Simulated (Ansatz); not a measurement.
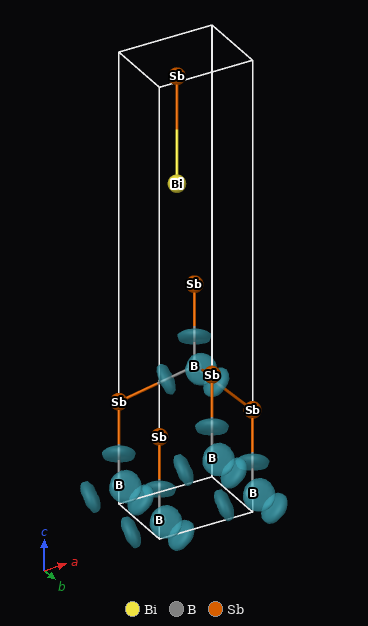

The picture shows: BiB$_{2}$Sb$_{3}$. Isosurface of the electron localisation function at 0.8 (cyan), seen at an oblique angle. Core shells and regions of very low density are left out. Sticks mark near contacts.

Space group P3m1; a structure from a database of computed crystals, not necessarily the ambient phase; started from the MnCd2Te3-156 prototype, which need not be the ambient phase.

Theory: Ansatz, DFT, r2SCAN+rVV10, plane waves, PAW.

Core electrons are frozen (PAW), and the valence fields are smoothed inside the atomic spheres.

Describe the localisation domains.

Answer. The surface consists of eight lobes of the valence shell of B pointing towards Sb (polar bonds), counted in one cell of 6 atoms. Regions shared between cells count once. Profiles from the grid: B–Sb (2.23 Å): the ELF peaks at about 0.85 in the valence shell of B, 0.8 Å from its nucleus, and is about 0.65 at the midpoint. Bi–Sb (2.94 Å): the ELF peaks at about 0.70 between the atoms.
